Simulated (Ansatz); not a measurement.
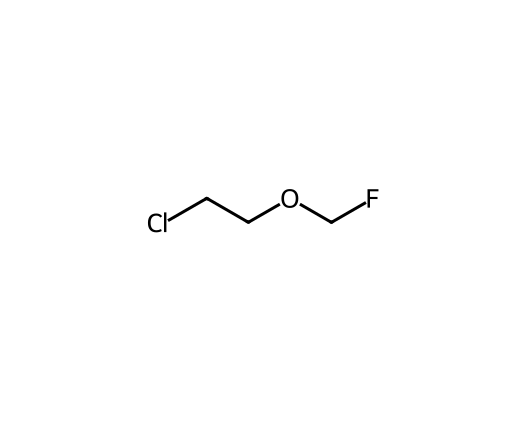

A structural formula.

Question: Give its SMILES.

Answer: FCOCCCl

Question: What is the molecular formula?

Answer: C3H6ClFO.

Question: An optimisation with PBE0-D4/def2-TZVP gave a structure of which point group?

Answer: C1. Other conformers may differ.

The parts below concern this one geometry. Atoms keep their numbers from picture to picture. The geometry was computed by an optimisation with PBE0-D4/def2-TZVP. No frequency run is at hand to confirm it as a minimum.

## Geometry

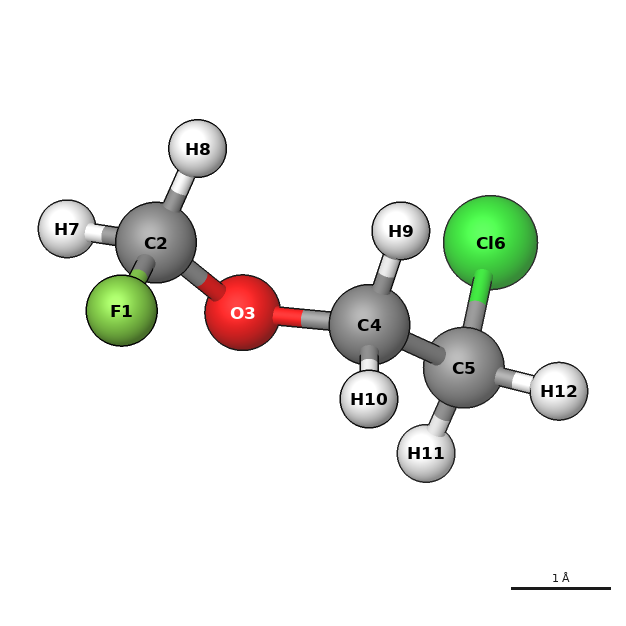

The atoms are numbered. No frequency run is at hand to confirm it as a minimum.

Give these bond angles: F1–C2–O3, F1–C2–H8, C2–O3–C4, O3–C2–H7, O3–C2–H8, O3–C4–C5, O3–C4–H9, O3–C4–H10, C4–C5–Cl6, C5–C4–H9, Cl6–C5–H11, Cl6–C5–H12.

```csv
angle,degrees
F1–C2–O3,111.2
F1–C2–H8,106.4
C2–O3–C4,114.6
O3–C2–H7,107.5
O3–C2–H8,112.0
O3–C4–C5,109.1
O3–C4–H9,110.3
O3–C4–H10,110.1
C4–C5–Cl6,112.1
C5–C4–H9,110.4
Cl6–C5–H11,107.2
Cl6–C5–H12,107.3
```

## Levels of theory compared

No frequency run is at hand to confirm it as a minimum. Program: Ansatz 0.2.0.

Compare HOMO energy (eV) at these levels: B3LYP-D4/def2-TZVPP; PBE-D4/def2-TZVPP; PBE0-D4/def2-TZVPP; r2SCAN-D4/def2-TZVPP; ωB97M-V/def2-TZVPP; ωB97X-V/def2-TZVPP.

```json
{"level": "B3LYP-D4/def2-TZVPP", "HOMO energy (eV)": "−8.19"}
{"level": "PBE-D4/def2-TZVPP", "HOMO energy (eV)": "−6.95"}
{"level": "PBE0-D4/def2-TZVPP", "HOMO energy (eV)": "−8.45"}
{"level": "r2SCAN-D4/def2-TZVPP", "HOMO energy (eV)": "−7.29"}
{"level": "ωB97M-V/def2-TZVPP", "HOMO energy (eV)": "−10.78"}
{"level": "ωB97X-V/def2-TZVPP", "HOMO energy (eV)": "−10.92"}
```

## Dipole moment

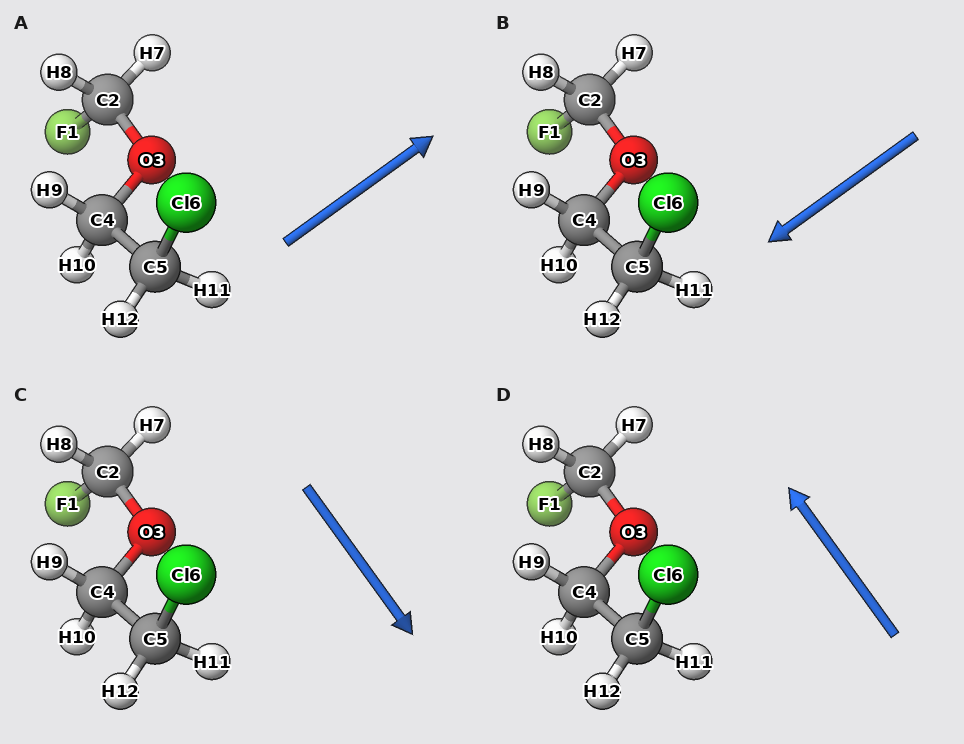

The same molecule four times, each with an arrow. No frequency run is at hand to confirm it as a minimum. Level of theory: RKS PBE0-D4/def2-TZVP (Ansatz 0.2.0).

Question: Which arrow points along the dipole moment, from the negative to the positive end?

Answer: B. The dipole moment is 1.13 D; it points from the side of H7 to the side of H10, H12 (the outermost atoms at the two ends).

## Charges

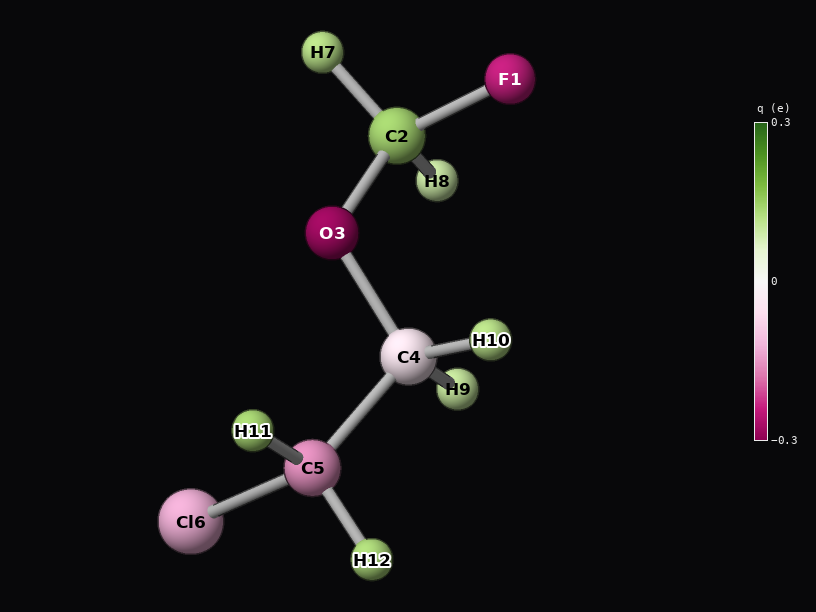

Atoms are coloured by their Mulliken charges. No frequency run is at hand to confirm it as a minimum. Properties computed with RKS ωB97M-V/def2-TZVPP (Ansatz 0.2.0).

Question: Which atom carries the highest charge (most positive or least negative)?

Answer: C2, H11 (0.14 e).

Question: And the lowest?

Answer: O3 (−0.27 e).

List the Mulliken charges.

```tsv
atom	value (e)
F1	−0.23
C2	0.14
O3	−0.27
C4	−0.04
C5	−0.15
Cl6	−0.12
H7	0.12
H8	0.09
H9	0.10
H10	0.12
H11	0.14
H12	0.13
```

Mulliken values depend strongly on the basis set and can even reverse the polarity of a bond.
